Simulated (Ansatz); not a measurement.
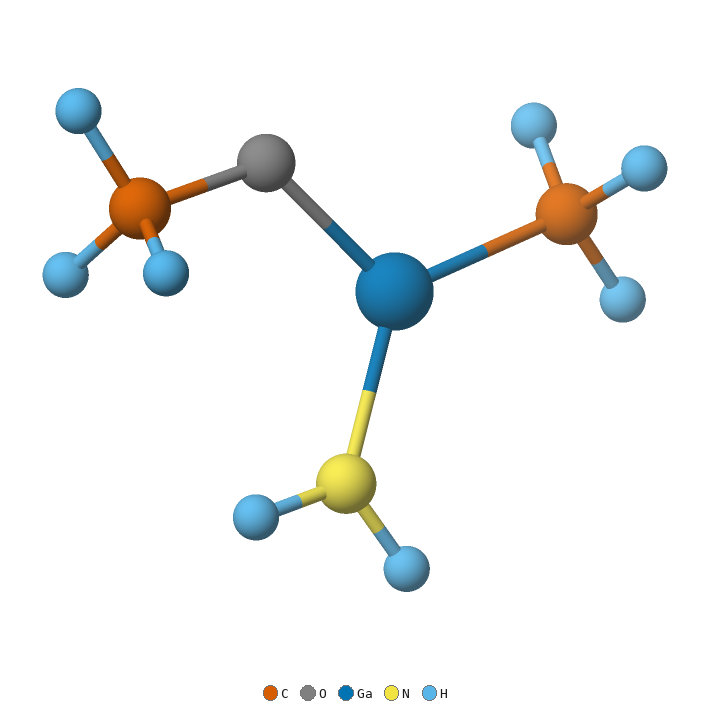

Computed geometry: PBE0-D4/def2-TZVP optimisation.

Give the structural formula.

SMILES: C[O][Ga]([CH3])[NH2]

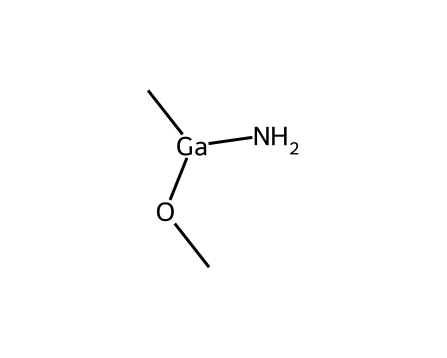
